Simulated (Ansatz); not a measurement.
**GaAsH₃+ (triplet): the correlation ladder, cc-pVTZ**

Aim: climb from Hartree-Fock through coupled cluster for GaAsH₃+ (triplet) at one geometry and basis, and see what each rung misses.

Program: Ansatz 0.2.0, Gaussian basis. Level of theory: cc-pVTZ, core rule «outside noble gas», up to 28 orbitals frozen. These are calculated values, not measurements.

Plan: UHF; CCSD(T) on ROHF; CCSD(T) on UHF; BCCD(T) on ROHF; CCSDT(Q) on ROHF; CCSDT(Q) on UHF.

9 further runs of the same task are left out: 4 for a known fault of the program, 5 set aside as unsound or not needed.

## 1. What is computed

The geometry is a PBE0/def2-TZVP stationary point (not a proven minimum) of the parent state, kept for this charge and spin. No spin-orbit coupling is included. The filled d shell of Ga, As may be among the frozen orbitals whatever the setting's name suggests; the logs give the count.

5 atoms, charge 1, spin multiplicity 3.

Atoms are counted from 1 here; the program's logs count them from 0.

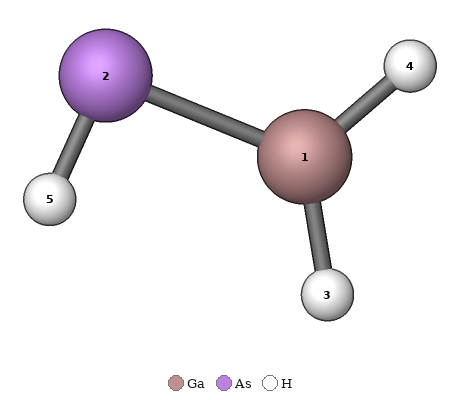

The structure; gallium pink, arsenic purple, hydrogen white; atoms are numbered from 1 in the order of the file.

Coordinates:

```xyz
5
AsGaH3
Ga    0.0000    0.0144    1.2389
As    0.0000   -0.0335   -1.1898
H     0.0000    1.3675    2.0356
H     0.0000   -1.3662    1.9891
H     0.0000    1.4915   -1.2817
```

In the tables R marks a restricted open-shell determinant and U an unrestricted one; energies count from the table's Hartree-Fock row.

## 2. UHF

Input file in.yaml:

```yaml
crystal:
  periodic: [false, false, false]
  atoms:
    - {symbol: Ga, position_ang: [0.000000, 0.014415, 1.238887]}
    - {symbol: As, position_ang: [0.000000, -0.033499, -1.189827]}
    - {symbol: H, position_ang: [0.000000, 1.367489, 2.035604]}
    - {symbol: H, position_ang: [0.000000, -1.366169, 1.989099]}
    - {symbol: H, position_ang: [0.000000, 1.491546, -1.281680]}
basis:
  gaussian: {orbitals: cc-pVTZ}
total_charge: 1
magnetization: {spin_polarized: true, initial_magnetization: 2}
hamiltonian: {xc: hf}
output: {orbitals: {seedname: orbitals}}
```

Command:

```bash
$ ansatz run in.yaml --threads 1 --pin off --events-out ev --progress --plain --max-ram 4096MiB --backend cpu
```

Standard output:

```text
Functional definition: HF
  name "HF"
  cite "Fock, Z. Phys. 61, 126 (1930) doi:10.1007/BF01340294"
  parent pbe
  exchange = exact_x
  correlation = 0
798 factors; integrals over basis functions are off by at most 1.3e-3 eV
mean field evaluation 1: about -113170.0937 eV, gradient 8.5e0 eV
mean field evaluation 2: about -113170.0966 eV, gradient 8.5e0 eV
mean field evaluation 4: about -113171.0308 eV, gradient 1.2e0 eV
mean field evaluation 8: about -113171.0601 eV, gradient 9.1e-3 eV
mean field evaluation 16: about -113168.5304 eV, gradient 8.3e0 eV
mean field -113171.06014466 eV, -4158.9597502166 hartree, gradient 2.8e-5 eV, S^2 2.021724; 1 other end points of the search recorded, 0 dependent functions left out
reference -113171.06014466 eV, -4158.9597502166 hartree; 34, 32 occupied and 94, 96 virtual orbitals, 798 factors
Total energy: -113171.06014466 eV, -4158.9597502166 hartree
```

Run time: 6 s. Hardware: 1 thread of AMD EPYC 7R13, shared host; peak memory 0.33 GiB.

From the report: ⟨S²⟩ of the determinant 2.022 (pure triplet: 2.00).

## 3. CCSD(T) on ROHF

Edit in.yaml of step 2 so:

```diff
@@ -11,4 +11,4 @@
 total_charge: 1
-magnetization: {spin_polarized: true, initial_magnetization: 2}
-hamiltonian: {xc: hf}
-output: {orbitals: {seedname: orbitals}}
+magnetization: {spin_polarized: false, initial_magnetization: 2}
+correlation: {method: ccsd_t, electrons: outside_noble_gas}
+output: {forces: true}
```

Command:

```bash
$ ansatz run in.yaml --threads 2 --pin off --events-out ev --progress --plain --max-ram 24576MiB --backend cuda --devices 0, --max-vram 18GiB
```

Standard output, shortened:

```text
Functional definition: HF
  name "HF"
  cite "Fock, Z. Phys. 61, 126 (1930) doi:10.1007/BF01340294"
  parent pbe
[...]
798 factors; integrals over basis functions are off by at most 1.3e-3 eV
[...]
mean field -113170.89881204 eV, -4158.9538213520 hartree, gradient 3.2e-6 eV, S^2 2.000000; 4 other end points of the search recorded, 0 dependent functions left out
determinant -113170.89881204 eV, -4158.9538213520 hartree, with singles and doubles -113176.62638335 eV, -4159.1643057154 hartree
determinant -113166.99641510 eV, -4158.8104109097 hartree, with singles and doubles -113173.23674171 eV, -4159.0397386827 hartree
28 core orbitals not correlated: weight in the atoms' cores, before any rotation towards them, 0.998 or more for the frozen orbitals, at most 0.002 for the correlated occupied ones
reference -113170.89881204 eV, -4158.9538213520 hartree; 6, 4 occupied and 94, 96 virtual orbitals, 798 factors
second order -4.56180181 eV of doubles, -0.08048493 eV of singles
cycle   1  -5.59232941 eV  change   -3.7e-1 eV  update   2.1e-2
[...]
cycle  15  -5.60922657 eV  change   -8.7e-8 eV  update   4.8e-7
perturbative correction -0.17205226 eV, -0.0063228038 hartree
[...]
Total energy: -113176.68009086 eV, -4159.1662794300 hartree
Atom 0 at     0.000000     0.014415     1.238887 Å, force    -0.000000    -0.775162     2.658093 eV/Å
Atom 1 at     0.000000    -0.033499    -1.189827 Å, force    -0.000000     0.549048    -0.990022 eV/Å
Atom 2 at     0.000000     1.367489     2.035604 Å, force     0.000000     0.476124    -0.657623 eV/Å
Atom 3 at     0.000000    -1.366169     1.989099 Å, force    -0.000000    -0.206306    -0.467570 eV/Å
Atom 4 at     0.000000     1.491546    -1.281680 Å, force     0.000000    -0.043704    -0.542878 eV/Å
Dipole moment:    -0.000000     0.123605    -0.197536 e Å
```

It took 17 s on 1 × H100 (card shared with other runs) with 2 threads of AMD EPYC 7R13, shared host; peak host memory 1.1 GiB.

From the report: correlation -5.7813 eV; T1 0.027; largest double amplitude 0.04.

## 4. CCSD(T) on UHF

Edit in.yaml of step 3 so:

```diff
@@ -11,3 +11,3 @@
 total_charge: 1
-magnetization: {spin_polarized: false, initial_magnetization: 2}
+magnetization: {spin_polarized: true, initial_magnetization: 2}
 correlation: {method: ccsd_t, electrons: outside_noble_gas}
```

Launched as before.

Standard output, shortened:

```text
Functional definition: HF
  name "HF"
  cite "Fock, Z. Phys. 61, 126 (1930) doi:10.1007/BF01340294"
  parent pbe
[...]
798 factors; integrals over basis functions are off by at most 1.3e-3 eV
[...]
mean field -113171.06014466 eV, -4158.9597502166 hartree, gradient 2.4e-6 eV, S^2 2.021724; 2 other end points of the search recorded, 0 dependent functions left out
determinant -113171.06014466 eV, -4158.9597502166 hartree, with singles and doubles -113176.63757352 eV, -4159.1647169466 hartree
determinant -113168.91291855 eV, -4158.8808411125 hartree, with singles and doubles -113174.66967569 eV, -4159.0923980352 hartree
determinant -113168.76360097 eV, -4158.8753537924 hartree, with singles and doubles -113174.55508959 eV, -4159.0881870738 hartree
28 core orbitals not correlated: weight in the atoms' cores, before any rotation towards them, 0.998 or more for the frozen orbitals, at most 0.003 for the correlated occupied ones
reference -113171.06014466 eV, -4158.9597502166 hartree; 6, 4 occupied and 94, 96 virtual orbitals, 798 factors
second order -4.47290611 eV of doubles, -0.00000000 eV of singles
cycle   1  -5.44690367 eV  change   -3.8e-1 eV  update   2.1e-2
[...]
cycle  15  -5.46330261 eV  change   -6.3e-8 eV  update   5.7e-7
perturbative correction -0.16690249 eV, -0.0061335532 hartree
[...]
Total energy: -113176.69034976 eV, -4159.1666564377 hartree
Atom 0 at     0.000000     0.014415     1.238887 Å, force    -0.000000    -0.776276     2.653684 eV/Å
Atom 1 at     0.000000    -0.033499    -1.189827 Å, force    -0.000000     0.550916    -0.983599 eV/Å
Atom 2 at     0.000000     1.367489     2.035604 Å, force     0.000000     0.474372    -0.658545 eV/Å
Atom 3 at     0.000000    -1.366169     1.989099 Å, force    -0.000000    -0.204938    -0.467289 eV/Å
Atom 4 at     0.000000     1.491546    -1.281680 Å, force     0.000000    -0.044074    -0.544252 eV/Å
Dipole moment:    -0.000000     0.123581    -0.198388 e Å
```

Run time: 14 s. Hardware: 1 × H100 (card shared with other runs) with 2 threads of AMD EPYC 7R13, shared host; peak host memory 1.1 GiB.

From the report: ⟨S²⟩ of the determinant 2.022 (pure triplet: 2.00); correlation -5.6302 eV; T1 0.019; largest double amplitude 0.03.

## 5. BCCD(T) on ROHF

Edit in.yaml of step 4 so:

```diff
@@ -11,4 +11,3 @@
 total_charge: 1
-magnetization: {spin_polarized: true, initial_magnetization: 2}
-correlation: {method: ccsd_t, electrons: outside_noble_gas}
-output: {forces: true}
+magnetization: {spin_polarized: false, initial_magnetization: 2}
+correlation: {method: bccd_t, electrons: outside_noble_gas}
```

Same command.

Standard output, shortened:

```text
Functional definition: HF
  name "HF"
  cite "Fock, Z. Phys. 61, 126 (1930) doi:10.1007/BF01340294"
  parent pbe
[...]
798 factors; integrals over basis functions are off by at most 1.3e-3 eV
[...]
mean field -113170.89881204 eV, -4158.9538213520 hartree, gradient 3.2e-6 eV, S^2 2.000000; 4 other end points of the search recorded, 0 dependent functions left out
determinant -113170.89881204 eV, -4158.9538213520 hartree, with singles and doubles -113176.62638335 eV, -4159.1643057154 hartree
determinant -113166.99641510 eV, -4158.8104109097 hartree, with singles and doubles -113173.23674171 eV, -4159.0397386827 hartree
28 core orbitals not correlated: weight in the atoms' cores, before any rotation towards them, 0.998 or more for the frozen orbitals, at most 0.002 for the correlated occupied ones
reference -113170.89881204 eV, -4158.9538213520 hartree; 6, 4 occupied and 94, 96 virtual orbitals, 798 factors
second order -4.56180181 eV of doubles, -0.08048493 eV of singles
cycle   1  -5.59821722 eV  change   -3.8e-1 eV  update   2.2e-2
[...]
cycle  13  -5.60834945 eV  change    9.4e-7 eV  update   5.9e-6
perturbative correction -0.17371723 eV, -0.0063839904 hartree
Total energy: -113176.68087871 eV, -4159.1663083831 hartree
```

It took 15 s on 1 × H100 (card shared with other runs) with 2 threads of AMD EPYC 7R13, shared host; peak host memory 0.82 GiB.

From the report: correlation -5.7821 eV; largest double amplitude 0.03.

## 6. CCSDT(Q) on ROHF

Edit in.yaml of step 5 so:

```diff
@@ -12,2 +12,2 @@
 magnetization: {spin_polarized: false, initial_magnetization: 2}
-correlation: {method: bccd_t, electrons: outside_noble_gas}
+correlation: {method: ccsdt_q, electrons: outside_noble_gas}
```

The command is unchanged.

Standard output, shortened:

```text
Functional definition: HF
  name "HF"
  cite "Fock, Z. Phys. 61, 126 (1930) doi:10.1007/BF01340294"
  parent pbe
[...]
1553 factors; integrals over basis functions are off by at most 2.2e-7 eV
[...]
mean field -113170.89884979 eV, -4158.9538227395 hartree, gradient 3.6e-6 eV, S^2 2.000000; 4 other end points of the search recorded, 0 dependent functions left out
determinant -113170.89884979 eV, -4158.9538227395 hartree, with singles and doubles -113176.62644888 eV, -4159.1643081236 hartree
determinant -113166.99645668 eV, -4158.8104124376 hartree, with singles and doubles -113173.23681460 eV, -4159.0397413614 hartree
28 core orbitals not correlated: weight in the atoms' cores, before any rotation towards them, 0.998 or more for the frozen orbitals, at most 0.002 for the correlated occupied ones
reference -113170.89884979 eV, -4158.9538227395 hartree; 6, 4 occupied and 94, 96 virtual orbitals, 1553 factors
second order -4.56183395 eV of doubles, -0.08048514 eV of singles
cycle   1  -5.31490596 eV  change   -6.7e-1 eV  update   7.7e-2
[...]
cycle  20  -5.81432684 eV  change   -4.4e-7 eV  update   8.6e-7
perturbative correction -0.00631658 eV, -0.0002321300 hartree
Total energy: -113176.71949321 eV, -4159.1677274398 hartree
```

Run time: 37 s. Hardware: 1 × H100 (card shared with other runs) with 2 threads of AMD EPYC 7R13, shared host; peak host memory 1 GiB.

From the report: correlation -5.8206 eV; T1 0.029; largest double amplitude 0.04.

## 7. CCSDT(Q) on UHF

Edit in.yaml of step 6 so:

```diff
@@ -11,3 +11,3 @@
 total_charge: 1
-magnetization: {spin_polarized: false, initial_magnetization: 2}
+magnetization: {spin_polarized: true, initial_magnetization: 2}
 correlation: {method: ccsdt_q, electrons: outside_noble_gas}
```

The command is unchanged.

Standard output, shortened:

```text
Functional definition: HF
  name "HF"
  cite "Fock, Z. Phys. 61, 126 (1930) doi:10.1007/BF01340294"
  parent pbe
[...]
1553 factors; integrals over basis functions are off by at most 2.2e-7 eV
[...]
mean field -113171.06018284 eV, -4158.9597516195 hartree, gradient 2.8e-6 eV, S^2 2.021724; 2 other end points of the search recorded, 0 dependent functions left out
determinant -113171.06018284 eV, -4158.9597516195 hartree, with singles and doubles -113176.63763874 eV, -4159.1647193433 hartree
determinant -113168.91295937 eV, -4158.8808426127 hartree, with singles and doubles -113174.66973413 eV, -4159.0924001831 hartree
determinant -113168.76364004 eV, -4158.8753552283 hartree, with singles and doubles -113174.55533780 eV, -4159.0881961954 hartree
28 core orbitals not correlated: weight in the atoms' cores, before any rotation towards them, 0.998 or more for the frozen orbitals, at most 0.003 for the correlated occupied ones
reference -113171.06018284 eV, -4158.9597516195 hartree; 6, 4 occupied and 94, 96 virtual orbitals, 1553 factors
second order -4.47293724 eV of doubles, -0.00000000 eV of singles
cycle   1  -5.15772847 eV  change   -6.8e-1 eV  update   7.7e-2
[...]
cycle  20  -5.66420636 eV  change   -5.0e-7 eV  update   7.4e-7
perturbative correction -0.00620009 eV, -0.0002278492 hartree
Total energy: -113176.73058929 eV, -4159.1681352131 hartree
```

Run time: 45 s. Hardware: 1 × H100 (card shared with other runs) with 2 threads of AMD EPYC 7R13, shared host; peak host memory 1 GiB.

From the report: ⟨S²⟩ of the determinant 2.022 (pure triplet: 2.00); correlation -5.6704 eV; T1 0.020; largest double amplitude 0.04.

## 8. All levels against the top one

The yardstick is UCCSDT(Q), where the cluster series has nearly closed. Rows without a time come out of other runs: HF, MP2 and CCSD of CCSD(T), CCSDT of CCSDT(Q). The times of RCCSD(T), UCCSD(T) include forces.

Differences are taken before rounding.

| method | energy from the lowest ROHF (kcal/mol) | from UCCSDT(Q) (kcal/mol) | time |
| --- | --- | --- | --- |
| ROHF | 0.00 | +134.48 |  |
| UHF | -3.72 | +130.76 |  |
| RMP2 | -107.05 | +27.43 |  |
| UMP2 | -106.87 | +27.62 |  |
| RCCSD | -129.35 | +5.13 |  |
| UCCSD | -129.71 | +4.78 |  |
| RCCSD(T) | -133.32 | +1.16 | 17 s |
| UCCSD(T) | -133.56 | +0.93 | 14 s |
| BCCD(T) | -133.34 | +1.15 | 15 s |
| RCCSDT | -134.08 | +0.40 |  |
| UCCSDT | -134.34 | +0.14 |  |
| RCCSDT(Q) | -134.23 | +0.26 | 37 s |
| UCCSDT(Q) | -134.48 | 0 | 45 s |

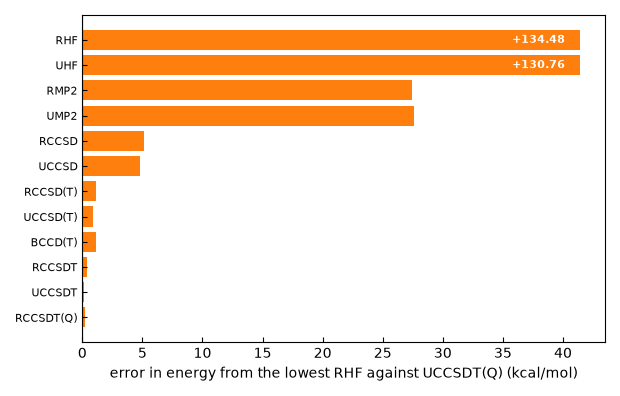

Error of each method against UCCSDT(Q). Bars with a number in them are cut short.

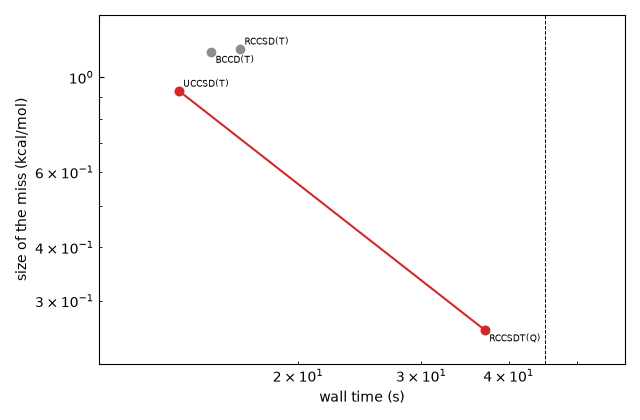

Miss against cost. Red marks the levels that no quicker level drawn beats (of those quicker than the yardstick), and the dashed line is the time of UCCSDT(Q). Times are from a shared host.

## 9. Summary of results

| quantity | value |
| --- | --- |
| UCCSDT(Q) from the ROHF energy | -5.8318 eV |
| RMP2 from UCCSDT(Q) | +27.43 kcal/mol |
| UMP2 from UCCSDT(Q) | +27.62 kcal/mol |
| RCCSD from UCCSDT(Q) | +5.13 kcal/mol |
| RCCSD(T) from UCCSDT(Q) | +1.16 kcal/mol |
| UCCSD(T) from UCCSDT(Q) | +0.93 kcal/mol |
| RCCSDT(Q) from UCCSDT(Q) | +0.26 kcal/mol |
| levels within 1 kcal/mol (43 meV) | UCCSD(T), RCCSDT, UCCSDT, RCCSDT(Q) |
| T1 diagnostic | 0.027 |

RCCSD(T) misses by +1.16 kcal/mol, 0.9 % of the correlation energy. These misses are within one basis, not against nature; the frozen cores of restricted and unrestricted runs differ, which can shift their rows.

For cost: RCCSDT(Q) gets within 0.26 kcal/mol in 37 s, where UCCSDT(Q) took 45 s; the quickest level in the cost chart, UCCSD(T), takes 14 s and misses by 0.93 kcal/mol.
